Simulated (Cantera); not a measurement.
Feed: 1 mol Si₃N₄, 0.016 mol N₂O, 4 mol H₂, equilibrated at 0.00370 bar.

Method: chemical equilibrium by Gibbs-energy minimisation in Cantera with the NASA 1993 tables (ideal gas, pure condensed phases). Candidate condensed phases: H₂O, Si, SiO₂, Si₂N₂O, Si₃N₄; 35 gas species. Mutual solubility and eutectic melting of coexisting phases are not modelled. The tables' values for SiN are old estimates; treat these amounts as uncertain. Gases not in the tables: Si₂H₆ and higher silanes. Equilibrium is a limit: real reactors are often held back by kinetics, nucleation or transport.

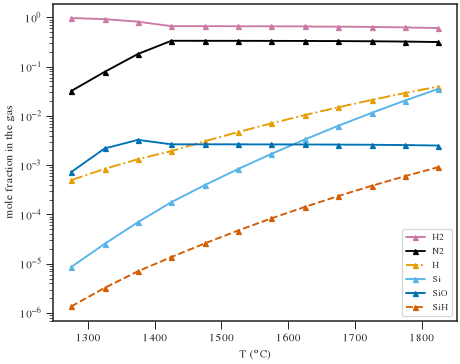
Figure. Equilibrium gas composition (values under 1e-9 drawn at 1e-9)

From 1275 °C to 1325 °C the condensed part is Si(s) + Si₂N₂O(s) + Si₃N₄(s). At 1375 °C the condensed part is Si(s) + Si₃N₄(s). From 1425 °C to 1825 °C the condensed part is Si(l). The main Si-bearing gas is SiO at 1275 °C and Si at 1825 °C. The share of Si in condensed phases is highest at 1275 °C (99.9 %) and lowest at 1825 °C (91.3 %).
